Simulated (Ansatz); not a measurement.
```tsv
atom	x (Å)	y (Å)	z (Å)
W	-0.4037	-0.7529	0.0014
S	1.6611	-0.4061	-0.0505
S	-1.2574	1.1590	0.0492
```

Geometry: PBE-D4/def2-TZVP; ⟨S²⟩ = 0.84, above the pure value of 0.75; core potentials replace the inner electrons of W.

The calculation used UKS PBE0-D4/def2-TZVP in Ansatz 0.2.0.

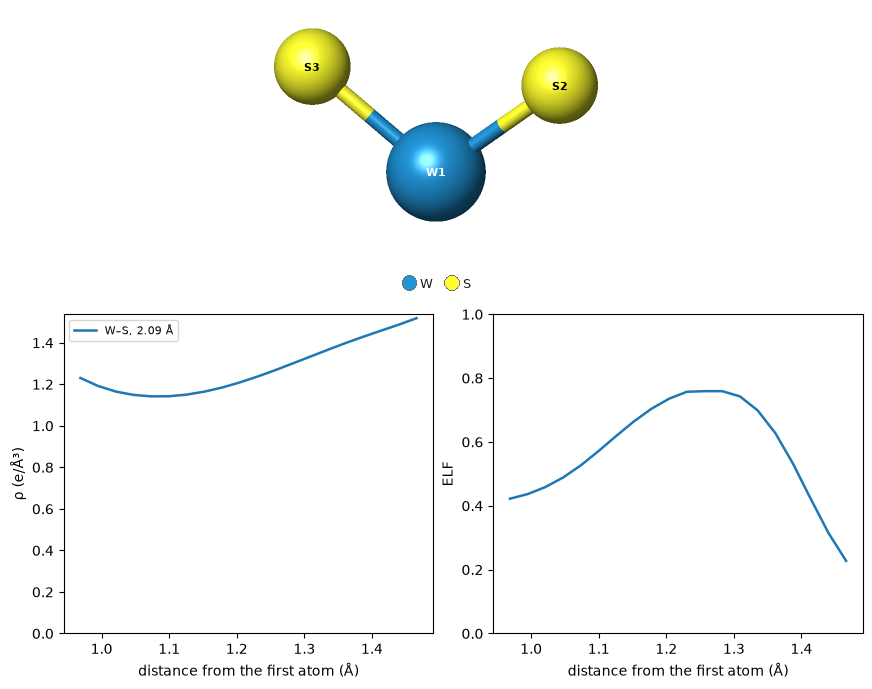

S2W (charge +1, doublet). Electron density and ELF along straight lines between neighbouring atoms. The curves leave out the atomic cores. The structure is drawn too.

What can be read from the curves?

W–S (2.09 Å): ρ is about 1.1 e/Å³ halfway; the ELF peaks at about 0.75 in the valence shell of S, 0.8 Å from its nucleus, and is about 0.50 at the midpoint.
